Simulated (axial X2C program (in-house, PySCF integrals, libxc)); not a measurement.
# AuSn⁺: properties at the nuclei

Wanted for AuSn⁺: properties at the nuclei, at the two-component level.

Method: two-component X2C with atomic mean-field terms, Au dyall-cv3z, Sn dyall-cv3z; program: an in-house X2C program for linear molecules on PySCF integrals.

All values are calculated.

## 1. The job

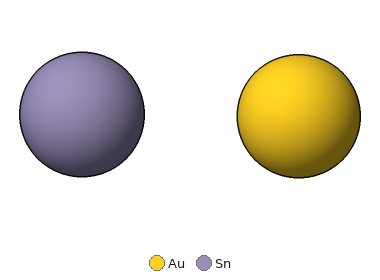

The two atoms at 2.640 Å (gold amber, tin purple).

task.json reads:

```json
{
 "zs": [
  79,
  50
 ],
 "q": 1,
 "bas": [
  "dyall-cv3z",
  "dyall-cv3z"
 ],
 "r0": 2.64,
 "levels": [
  "PBE0",
  "HF",
  "BHandHLYP",
  "B3LYP",
  "PBE"
 ],
 "nst": 2
}
```

Keys: zs atomic numbers; q charge; bas basis sets; r0 starting distance in Å; levels methods (HF also brings MP2); nst determinants followed.

The run is started by

```sh
$ python soeom.py task.json out
```

Further steps of the session: Expectation values, lowest determinant; Expectation values, a higher determinant.

Before running it: what results should come out? Wanted: lowest determinant; qzz Au; qzz Sn; higher determinant; Eeff magnitude; Ws magnitude Au; A∥/gI Au (for each run or level that gives them).

**Answer**, as computed:

```
                                        quantity                                      value
                              lowest determinant                       Ω = 0 (closed shell)
                             qzz Au (a.u.), PBE0                                       1.62
                             qzz Sn (a.u.), PBE0                                      -9.01
                              higher determinant  Ω = 1 (excess of +ω over −ω: 2 × ω = 1/2)
Eeff magnitude (GV/cm), PBE0, higher determinant                                       39.6
 Ws magnitude Au (kHz), PBE0, higher determinant                                       35.2
        A∥/gI Au (MHz), PBE0, higher determinant                                      12300
         qzz Au (a.u.), PBE0, higher determinant                                       1.51
```

In words: The expectation values come from single determinants, which for open shells can mix terms of unlike spin or miss the lowest Ω, so a determinant need not be a state. Eeff is the effective electric field on the electron dipole moment in this Ω state and Ws the scalar–pseudoscalar constant (defined with the proton number Z and per Ω); A∥ is the parallel hyperfine constant, which follows by multiplying with the nuclear g factor gI = μI/(I μN); qzz is the electric field gradient, eQq0 = 234.96 MHz × Q/barn × qzz. The operators were transformed with the bare-nucleus X2C matrices.
